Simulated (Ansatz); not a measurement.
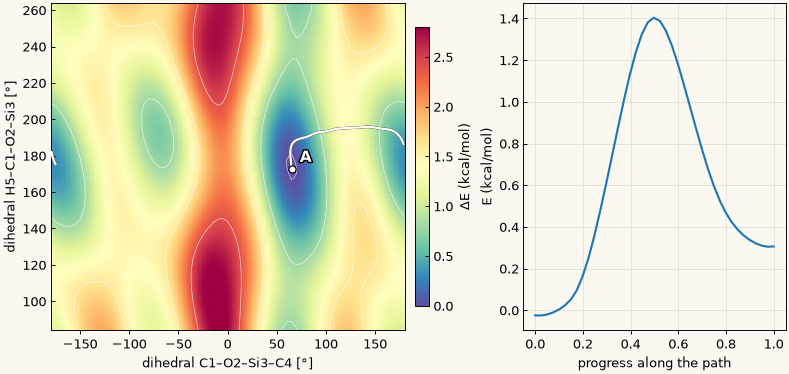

C₂H₈OSi, SMILES CO[SiH2]C. The first coordinate is: dihedral C1–O2–Si3–C4; the second: dihedral H5–C1–O2–Si3. Nothing is relaxed (all other coordinates rigid). The grid has 12 × 13 points. Points are written as (first, second). Energies: kcal/mol, counted from the lowest grid point. Level of theory: Ansatz 0.2.0, RKS PBE-D4/def2-SVP.

Drawn: a smooth colour map with a few white contour lines, a line along the lowest path, the energy along the path at the right, the start A. Between grid points the surface is interpolated.

Question: Describe the path and its barrier.

Answer: The easiest path leads from the well at (60°, 174°) to the well at (−180°, 174°), about 0.33 kcal/mol higher (on a rigid scan; wells that are mirror images or exchange like atoms can differ by this much). Its highest point lies about 1.4 kcal/mol above the bottom of the first well on the interpolated surface, at about (120°, 195°). Seen from the upper well the barrier is about 1.1 kcal/mol. The start is the relaxed structure and all else is held, so a fully relaxed path at this level can only be lower.
